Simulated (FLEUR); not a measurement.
# Collinear magnetic orders of MnPt with FLEUR, part 2 of 2

Wanted: the moments of MnPt and the energy of each order that was tried.

FLEUR MaX-R8.1; PBEsol; all-electron FLAPW, Dirac cores, scalar-relativistic bands.

So far, largest spin moment in the muffin-tin sphere (μB): step 2 (run 1 (ferro +)) 3.81; step 3 (start 2: antiferro q=(1/2,1/2,0) +-) 3.75.

### 4. Start 3: antiferro q=(0,0,1/2) +-

Reversing part of the moments tests the sign of the couplings between them.

The cell is doubled to 4 atoms to hold this order. The mesh is halved along the doubled vector, so that both cells sample the same points. The k list default-1 (kpts.xml, not shown) is a Γ-centred 10×10×5 mesh.

inp.xml

```
<?xml version="1.0" encoding="UTF-8" standalone="no"?>
<fleurInput fleurInputVersion="0.39">
   <comment>
      MnPt
   </comment>
   <calculationSetup>
      <cutoffs Kmax="3.6" Gmax="10.8" GmaxXC="10.8" numbands="0"/>
      <scfLoop itmax="90" minDistance="0.00002" maxIterBroyd="15" imix="Anderson" alpha="0.05" precondParam="0.0" spinf="2.0" sdNocoIR="T"/>
      <coreElectrons ctail="T" frcor="F" kcrel="0" coretail_lmax="0"/>
      <xcFunctional name="PBEs" relativisticCorrections="F"/>
      <magnetism jspins="2"/>
      <soc l_soc="F" theta="0.0" phi="0.0" spav="F"/>
      <expertModes spex="0" secvar="F"/>
      <geometryOptimization l_f="F" forcealpha="1.0" forcemix="BFGS" epsdisp="0.00001" epsforce="0.00001"/>
      <ldaU l_linMix="F" mixParam="0.05" spinf="1.0"/>
   </calculationSetup>
   <cell>
      <bzIntegration valenceElectrons="62.0" mode="hist" fermiSmearingEnergy="0.00110248">
         <kPointListSelection listName="default-1"/>
         <xi:include xmlns:xi="http://www.w3.org/2001/XInclude" href="kpts.xml"> </xi:include>
      </bzIntegration>
      <xi:include xmlns:xi="http://www.w3.org/2001/XInclude" href="sym.xml"> </xi:include>
      <bulkLattice scale="1.0">
         <bravaisMatrix>
            <row-1>    5.3479249326179996     0.0000000000000000     0.0000000000000000</row-1>
            <row-2>    0.0000000000000000     5.3479249326179996     0.0000000000000000</row-2>
            <row-3>    0.0000000000000000     0.0000000000000000    13.8327952320719998</row-3>
         </bravaisMatrix>
      </bulkLattice>
   </cell>
   <atomSpecies>
      <species name="Manganese 3.500" element="Mn" atomicNumber="25">
         <mtSphere radius="2.5" gridPoints="827" logIncrement="0.015"/>
         <atomicCutoffs lmax="10" lnonsphr="8"/>
         <electronConfig flipSpins="F">
            <coreConfig>(1s1/2) (2s1/2) (2p1/2) (2p3/2)</coreConfig>
            <valenceConfig>(3s1/2) (3p1/2) (3p3/2) (4s1/2) (3d3/2) (3d5/2)</valenceConfig>
            <stateOccupation state="(3d3/2)" spinUp="1.25" spinDown="0.75"/>
            <stateOccupation state="(3d5/2)" spinUp="3.0" spinDown="0.0"/>
         </electronConfig>
         <energyParameters s="4" p="4" d="3" f="4"/>
         <lo type="SCLO" l="0" n="3" eDeriv="0"/>
         <lo type="SCLO" l="1" n="3" eDeriv="0"/>
      </species>
      <species name="Manganese -3.500" element="Mn" atomicNumber="25">
         <mtSphere radius="2.5" gridPoints="827" logIncrement="0.015"/>
         <atomicCutoffs lmax="10" lnonsphr="8"/>
         <electronConfig flipSpins="F">
            <coreConfig>(1s1/2) (2s1/2) (2p1/2) (2p3/2)</coreConfig>
            <valenceConfig>(3s1/2) (3p1/2) (3p3/2) (4s1/2) (3d3/2) (3d5/2)</valenceConfig>
            <stateOccupation state="(3d3/2)" spinUp="0.75" spinDown="1.25"/>
            <stateOccupation state="(3d5/2)" spinUp="0.0" spinDown="3.0"/>
         </electronConfig>
         <energyParameters s="4" p="4" d="3" f="4"/>
         <lo type="SCLO" l="0" n="3" eDeriv="0"/>
         <lo type="SCLO" l="1" n="3" eDeriv="0"/>
      </species>
      <species name="Platinum (Pt)" element="Pt" atomicNumber="78">
         <mtSphere radius="2.5" gridPoints="827" logIncrement="0.016"/>
         <atomicCutoffs lmax="10" lnonsphr="8"/>
         <electronConfig flipSpins="F">
            <coreConfig>(1s1/2) (2s1/2) (2p1/2) (2p3/2) (3s1/2) (3p1/2) (3p3/2) (4s1/2) (3d3/2) (3d5/2) (4p1/2) (4p3/2) (5s1/2) (4d3/2) (4d5/2) (4f5/2) (4f7/2)</coreConfig>
            <valenceConfig>(5p1/2) (5p3/2) (6s1/2) (5d3/2) (5d5/2)</valenceConfig>
            <stateOccupation state="(6s1/2)" spinUp="0.500000" spinDown="0.500000"/>
            <stateOccupation state="(5d3/2)" spinUp="1.800000" spinDown="1.800000"/>
            <stateOccupation state="(5d5/2)" spinUp="2.700000" spinDown="2.700000"/>
         </electronConfig>
         <energyParameters s="6" p="6" d="5" f="5"/>
         <lo type="SCLO" l="1" n="5" eDeriv="0"/>
      </species>
   </atomSpecies>
   <atomGroups>
      <atomGroup species="Manganese 3.500">
         <relPos label="                   1">.0000000000 .0000000000 .0000000000</relPos>
         <force calculate="T" relaxXYZ="TTT"/>
      </atomGroup>
      <atomGroup species="Manganese -3.500">
         <relPos label="                   2">.0000000000 .0000000000 1.000/2.000</relPos>
         <force calculate="T" relaxXYZ="TTT"/>
      </atomGroup>
      <atomGroup species="Platinum (Pt)">
         <relPos label="                   3">1.000/2.000 1.000/2.000 1.000/4.000</relPos>
         <relPos label="                   4">1.000/2.000 1.000/2.000 -1.000/4.000</relPos>
         <force calculate="T" relaxXYZ="TTT"/>
      </atomGroup>
   </atomGroups>
   <output dos="F" band="F" slice="F">
      <bandDOS minEnergy="-.5*Htr" maxEnergy="0.5*Htr" sigma="0.015" storeEVData="T"/>
      <plotting iplot="0" polar="F">
         <plot TwoD="T" vec1="  1.0  0.0  0.0" vec2="  0.0  1.0  0.0" vec3="  0.0  0.0  1.0" zero="  0.0  0.0  0.0" file="plot"/>
      </plotting>
      <moessbauerParams electricFieldGradient="F" isomerShift="F" coreHyperfine="F" valenceHyperfine="F"/>
   </output>
</fleurInput>
```

crystal.txt

```
MnPt
&input film=F cartesian=F /
2.83000000000  0.00000000000  0.00000000000
0.00000000000  2.83000000000  0.00000000000
0.00000000000  0.00000000000  7.32000000000
1.8897261246
1.0 1.0 1.0

4
25 0.00000000000  0.00000000000  0.00000000000 : 3.500
25 0.00000000000  0.00000000000  0.50000000000 : -3.500
78 0.50000000000  0.50000000000  0.25000000000
78 0.50000000000  0.50000000000  0.75000000000

&kpt div1=10 div2=10 div3=5 gamma=T /
```

The run is started by

```sh
OMP_NUM_THREADS=1 inpgen -f crystal.txt > inpgen.log  # inp.xml is then edited as shown
OMP_NUM_THREADS=1 mpirun -n 4 fleur_MPI > fleur.log
```

Output:

```text
[banner, memory and clock lines left out]
Welcome to FLEUR        (www.flapw.de)
      MaX-Release 8.1          (www.max-centre.eu)

 ========== k-point set info ==========
 Selected k-point list: default-1
 k-point list type: mesh
 0 x 0 x 0
 Number of k points: 64

 [... set-up left out ...]
 Iteration:     1   Distance:      29.44521826 me/bohr^3
 Iteration:     2   Distance:      16.68267262 me/bohr^3
 Iteration:     3   Distance:      11.20083088 me/bohr^3
 Iteration:     4   Distance:       6.91463206 me/bohr^3
 Iteration:     5   Distance:       6.07879990 me/bohr^3
[...]
<sumOfEigenvalues value="   -23992.3348423722">
               <coreElectrons value="-23957.2129890657"/>
               <valenceElectrons value="-35.1218533065"/>
            </sumOfEigenvalues>
         [... left out ...]
            <freeEnergy value="-39198.3068740495"/>
            <extrapolationTo0K value="-39198.3067254251"/>
         </totalEnergy>
         <densityConvergence units="me/bohr^3">
            <chargeDensity spin="1" distance="0.0000055340"/>
            <chargeDensity spin="2" distance="0.0000055231"/>
            <overallChargeDensity distance="0.0000078789"/>
            <spinDensity distance="0.0000077577"/>
         </densityConvergence>
      </iteration>
```

Elapsed: 31 s, on 4 MPI ranks of AMD EPYC 9R45 (Zen 5), shared host; peak memory 0.37 GiB; 2.1 min of CPU time.

Spin moment in the muffin-tin sphere by atom:

| atom | spin moment in the muffin-tin sphere (μB) |
| --- | --- |
| Mn1 | 3.78 |
| Mn2 | -3.78 |
| Pt3 | 0.00 |
| Pt4 | 0.00 |

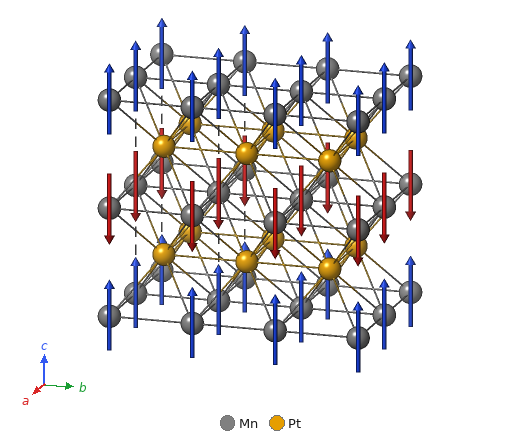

Spin moment in the muffin-tin sphere as arrows, the longest 3.78 μB. Up and down stand for the sign. Arrows give size and sign along the axis of quantisation, drawn up and down the page. The two directions have two colours. 2×3×1 cells are drawn. Some periodic images of atoms are drawn too.

This step gave:

- free energy: -1066640.2685 eV
- program's band gap on this mesh (in a metal only a level spacing): 2.00e-10 eV
- magnetization: 0 μB
- final state: antiferromagnetic

It lies 59.3 meV a seeded atom under the first start, and its largest moment is 3.78 μB against 3.81 μB.

### 5. Start 4: no spin polarisation

A spinless run gives the zero against which the gain from the moments is read.

The k list default-1 (kpts.xml, not shown) is a Γ-centred 10×10×10 mesh.

Changes to inp.xml since step 4:

```diff
@@ -10,3 +10,3 @@
       <xcFunctional name="PBEs" relativisticCorrections="F"/>
-      <magnetism jspins="2"/>
+      <magnetism jspins="1"/>
       <soc l_soc="F" theta="0.0" phi="0.0" spav="F"/>
@@ -17,3 +17,3 @@
    <cell>
-      <bzIntegration valenceElectrons="62.0" mode="hist" fermiSmearingEnergy="0.00110248">
+      <bzIntegration valenceElectrons="31.0" mode="hist" fermiSmearingEnergy="0.00110248">
          <kPointListSelection listName="default-1"/>
@@ -26,3 +26,3 @@
             <row-2>    0.0000000000000000     5.3479249326179996     0.0000000000000000</row-2>
-            <row-3>    0.0000000000000000     0.0000000000000000    13.8327952320719998</row-3>
+            <row-3>    0.0000000000000000     0.0000000000000000     6.9163976160359999</row-3>
          </bravaisMatrix>
@@ -31,3 +31,3 @@
    <atomSpecies>
-      <species name="Manganese 3.500" element="Mn" atomicNumber="25">
+      <species name="Manganese (Mn)" element="Mn" atomicNumber="25">
          <mtSphere radius="2.5" gridPoints="827" logIncrement="0.015"/>
@@ -37,17 +37,4 @@
             <valenceConfig>(3s1/2) (3p1/2) (3p3/2) (4s1/2) (3d3/2) (3d5/2)</valenceConfig>
-            <stateOccupation state="(3d3/2)" spinUp="1.25" spinDown="0.75"/>
-            <stateOccupation state="(3d5/2)" spinUp="3.0" spinDown="0.0"/>
-         </electronConfig>
-         <energyParameters s="4" p="4" d="3" f="4"/>
-         <lo type="SCLO" l="0" n="3" eDeriv="0"/>
-         <lo type="SCLO" l="1" n="3" eDeriv="0"/>
-      </species>
-      <species name="Manganese -3.500" element="Mn" atomicNumber="25">
-         <mtSphere radius="2.5" gridPoints="827" logIncrement="0.015"/>
-         <atomicCutoffs lmax="10" lnonsphr="8"/>
-         <electronConfig flipSpins="F">
-            <coreConfig>(1s1/2) (2s1/2) (2p1/2) (2p3/2)</coreConfig>
-            <valenceConfig>(3s1/2) (3p1/2) (3p3/2) (4s1/2) (3d3/2) (3d5/2)</valenceConfig>
-            <stateOccupation state="(3d3/2)" spinUp="0.75" spinDown="1.25"/>
-            <stateOccupation state="(3d5/2)" spinUp="0.0" spinDown="3.0"/>
+            <stateOccupation state="(3d3/2)" spinUp="1.000000" spinDown="1.000000"/>
+            <stateOccupation state="(3d5/2)" spinUp="1.500000" spinDown="1.500000"/>
          </electronConfig>
@@ -72,3 +59,3 @@
    <atomGroups>
-      <atomGroup species="Manganese 3.500">
+      <atomGroup species="Manganese (Mn)">
          <relPos label="                   1">.0000000000 .0000000000 .0000000000</relPos>
@@ -76,9 +63,4 @@
       </atomGroup>
-      <atomGroup species="Manganese -3.500">
-         <relPos label="                   2">.0000000000 .0000000000 1.000/2.000</relPos>
-         <force calculate="T" relaxXYZ="TTT"/>
-      </atomGroup>
       <atomGroup species="Platinum (Pt)">
-         <relPos label="                   3">1.000/2.000 1.000/2.000 1.000/4.000</relPos>
-         <relPos label="                   4">1.000/2.000 1.000/2.000 -1.000/4.000</relPos>
+         <relPos label="                   2">1.000/2.000 1.000/2.000 1.000/2.000</relPos>
          <force calculate="T" relaxXYZ="TTT"/>
```

crystal.txt

```
MnPt
&input film=F cartesian=F /
2.83000000000  0.00000000000  0.00000000000
0.00000000000  2.83000000000  0.00000000000
0.00000000000  0.00000000000  3.66000000000
1.8897261246
1.0 1.0 1.0

2
25 0.00000000000  0.00000000000  0.00000000000
78 0.50000000000  0.50000000000  0.50000000000

&kpt div1=10 div2=10 div3=10 gamma=T /
```

Output:

```text
[banner, memory and clock lines left out]
Welcome to FLEUR        (www.flapw.de)
      MaX-Release 8.1          (www.max-centre.eu)

 ========== k-point set info ==========
 Selected k-point list: default-1
 k-point list type: mesh
 0 x 0 x 0
 Number of k points: 128

 [... set-up left out ...]
 Iteration:     1   Distance:      45.31708725 me/bohr^3
 Iteration:     2   Distance:      19.46439475 me/bohr^3
 Iteration:     3   Distance:      15.18985491 me/bohr^3
 Iteration:     4   Distance:       8.74514148 me/bohr^3
 Iteration:     5   Distance:       5.77616182 me/bohr^3
[...]
<FermiEnergy value="0.3906998847" units="Htr"/>
         [... left out ...]
         <totalEnergy value="   -19599.1183164285" units="Htr">
            <sumOfEigenvalues value="   -11998.2044304490">
               <coreElectrons value="-11980.3744943683"/>
               <valenceElectrons value="-17.8299360807"/>
            </sumOfEigenvalues>
         [... left out ...]
            <freeEnergy value="-19599.1188449103"/>
            <extrapolationTo0K value="-19599.1185806694"/>
         </totalEnergy>
         <densityConvergence units="me/bohr^3">
            <chargeDensity spin="1" distance="0.0000166012"/>
         </densityConvergence>
      </iteration>
```

Wall time 12 s (4 MPI ranks); peak memory 0.22 GiB.

This step gave:

```yaml
free_energy: -533319.1930 eV
program_s_band_gap_on_this_mesh_in_a_metal_only_a_level_spacing: 0.006939 eV
final_state: non-magnetic (no spin polarisation)
```

It lies 882 meV a seeded atom over the first start.

### 6. The states side by side

Free energies are divided by the number of seeded atoms, so that cells of unlike size compare. Wavevectors q in the names are fractions of the primitive cell's reciprocal vectors.

Orders:

| start | final state | typed order kept | energy over the lowest (meV a seeded atom) | largest sphere moment (μB) | net moment (μB a primitive cell) | mesh matched | CPU time (s) |
| --- | --- | --- | --- | --- | --- | --- | --- |
| ferro + | ferromagnetic | yes | 346.8 | 3.809 | 4.228 | yes | 85.16 |
| antiferro q=(1/2,1/2,0) +- | antiferromagnetic | yes | 0 | 3.749 | 0 | yes | 231.4 |
| antiferro q=(0,0,1/2) +- | antiferromagnetic | yes | 287.5 | 3.779 | 0 | yes | 125 |
| no spin polarisation | non-magnetic | - | 1229 | 0 | 0 | yes | 45.58 |

### 7. Outcome

```json
{
 "lowest state found": "antiferromagnetic (typed antiferro q=(1/2,1/2,0) +-)",
 "largest site spin moment": "3.75 μB",
 "next finished state": "antiferromagnetic, 288 meV a seeded atom higher",
 "energy gained by spin polarisation": "1229 meV a seeded atom"
}
```

**Reading.** The lowest state found is antiferromagnetic, reached from the start antiferro q=(1/2,1/2,0) +-, with moments up to 3.75 μB. The next finished state costs 288 meV a seeded atom. Only 4 starts were tried; other patterns of signs, canted and longer-period orders were not.

[Logs and program files are shortened in this print: banners, set-up blocks, solver, clock and traceback lines can be left out without a mark of their own.]

[Logs are printed without paths, hosts, clocks, repeated set-up lines and the standing remarks that a program may print on its own settings, such as how far it seeks lower states.]

[Hosts, paths, dates, database ids (printed as entryN), source tags and the programs' standing remarks are cut or masked in the printed files.]

[Where a cell is said to come from a database of computed structures, the database is the Materials Project.]
